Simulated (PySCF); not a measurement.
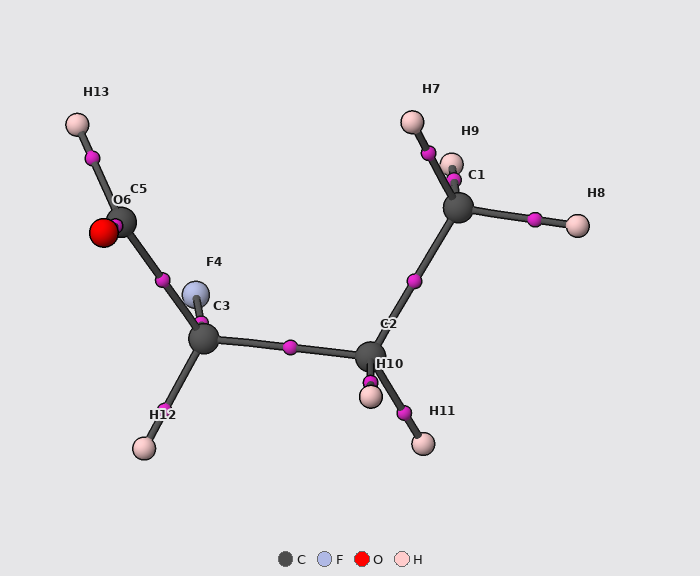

Figure. C₄H₇FO, SMILES `CCC(F)C=O`. Molecular graph of the electron density (QTAIM): bond paths, bond critical points (magenta), ring points (cyan, if any); weak paths are dashed.

Computed with PySCF, LDA (SVWN)/def2-SVPD, geometry: GFN2-xTB. No frequency check shows the geometry to be a minimum.

**How many critical points of each kind are there, and does the count close?**

13 nuclei, 12 bond, 0 ring and 0 cage critical points: 13 − 12 + 0 − 0 = 1, as the Poincaré–Hopf relation requires.

**Give the properties at the bond critical points.**

```
  bond  length (Å)  ρ (a.u.)  ∇²ρ (a.u.)     ε  H (a.u.)
 C5–O6       1.196     0.420       +0.40  0.02    −0.745
C3–H12       1.099     0.274       −1.04  0.05    −0.295
 C1–H9       1.087     0.272       −1.00  0.01    −0.292
C2–H11       1.091     0.272       −1.00  0.01    −0.290
C2–H10       1.091     0.272       −1.01  0.00    −0.291
 C1–H8       1.087     0.271       −1.00  0.01    −0.291
C5–H13       1.106     0.271       −1.04  0.00    −0.290
 C1–H7       1.088     0.271       −0.99  0.01    −0.290
 C3–C5       1.512     0.260       −0.61  0.10    −0.212
 C2–C3       1.532     0.240       −0.52  0.04    −0.188
 C1–C2       1.525     0.238       −0.51  0.01    −0.185
 C3–F4       1.379     0.237       −0.01  0.01    −0.318
```

**What kind of interaction is C3–F4?**

Shared-shell (covalent): ρ = 0.237, ∇²ρ = −0.01, H = −0.318 a.u.
